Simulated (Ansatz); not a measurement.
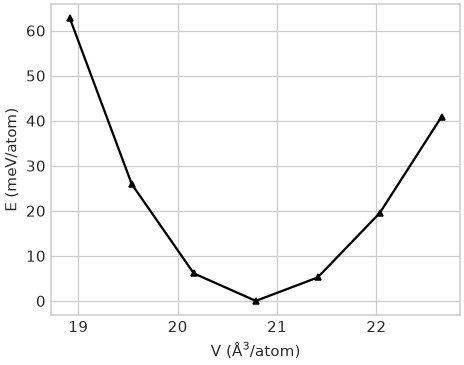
Figure: KAu5 in space group P6/mmm (No. 191; Au on 3g, Au on 2c, K on 1a) under volume change, the program Ansatz at the PBEsol level (PAW), shape and atoms relaxed at each volume.

### Question
What does a third-order Birch–Murnaghan fit give for V₀, B₀ and B′?

### Answer
V₀ = 20.79 Å³/atom, B₀ = 95.2 GPa, B′ = 6.1.

The workflow started from an entry of the Crystallography Open Database (COD). Whether it is the stable phase at ambient conditions was not checked. Symmetry was held in the PBEsol relaxation; whether a distortion lowers the energy is not shown. Scalar-relativistic: spin–orbit coupling is off unless named, which matters more the heavier the elements.

Potentials: the later of the program's two PAW sets.
